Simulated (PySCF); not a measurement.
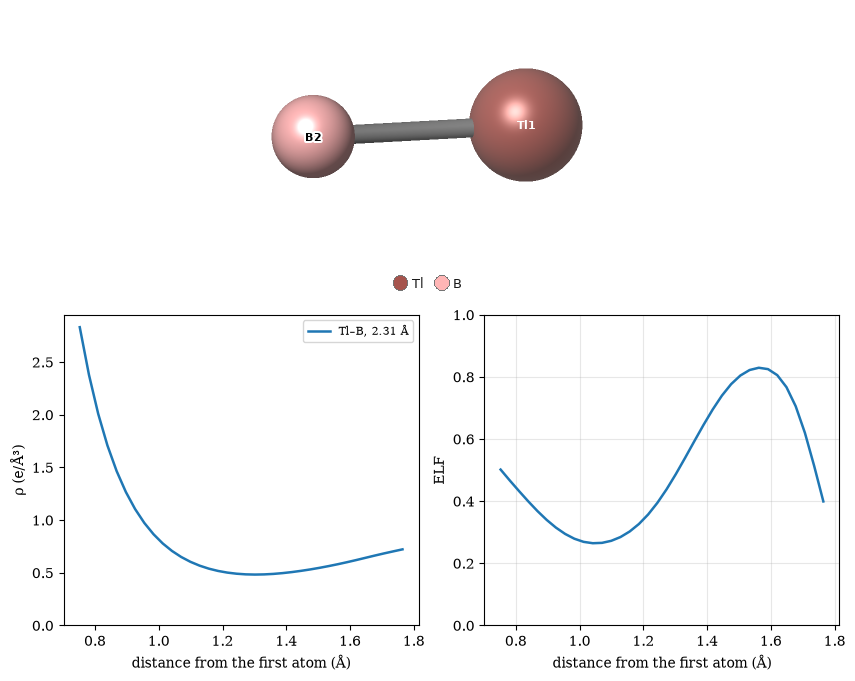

TlB (charge −1, quartet). Electron density and ELF along straight lines between neighbouring atoms. The curves leave out the atomic cores. The structure is drawn too.

Core potentials replace the inner electrons of Tl.

Level of theory: PBE0/aug-cc-pVDZ(-PP), non-relativistic Hamiltonian with scalar-relativistic core potentials where named, at a bond length of 2.314 Å (PySCF 2.14.0).

```xyz
2

Tl    0.0000    0.0000   -0.1180
B     0.0000    0.0000    2.1960
```

### What can be read from the curves?

Tl–B (2.31 Å): ρ is about 0.54 e/Å³ halfway, with its minimum of 0.48 e/Å³ about 1.3 Å from Tl; the ELF peaks at about 0.85 in the valence shell of B, 0.8 Å from its nucleus, and drops to about 0.25 between the two atoms.
